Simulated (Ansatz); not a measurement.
**Rh under a change: Rh vacancy, symmetric start**

The parent structure is a 27-atom supercell of Rh in the fcc (Cu type) structure (space group Fm-3m, No. 225; a = 3.780 Å) at its relaxed geometry.

Modification: a neutral Rh vacancy, symmetric start, atoms relaxed at fixed cell.

Level of theory: PBEsol (Ansatz, a program for electronic structure), without spin-orbit coupling, earlier PAW set. Settings: 5×5×5 k-points, 0.05 eV Fermi–Dirac smearing.

The pressure goes from zero to -3.5 GPa and the energy gained by relaxation comes out as 0.08 eV. The largest displacement of a host atom from its site in the perfect cell amounts to 0.03 Å and the mean distance from the defect site to its nearest host atoms drops by 0.03 Å (2.67 Å → 2.64 Å). The formation energy E(defect cell) − (N_defect/N_perfect) E(perfect cell), N the atom counts comes out as 2.4 eV.

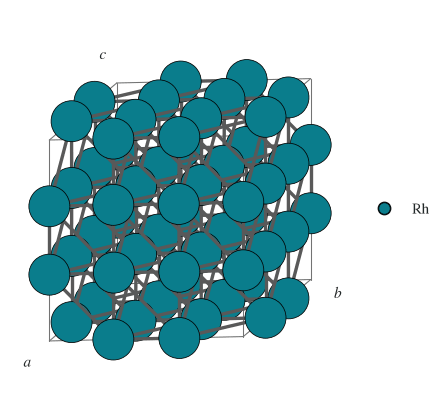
Figure: The relaxed cell after the change

The cell is small, so the values are those of an ordered compound at a high defect concentration; dilute-limit values will differ. The defect started on the symmetric site and kept its symmetry, so it may sit on a saddle. The final runs are not spin-polarised. Rh lies near a magnetic instability that expansion can trigger; it was not tested. The defect cell is not spin-polarised.
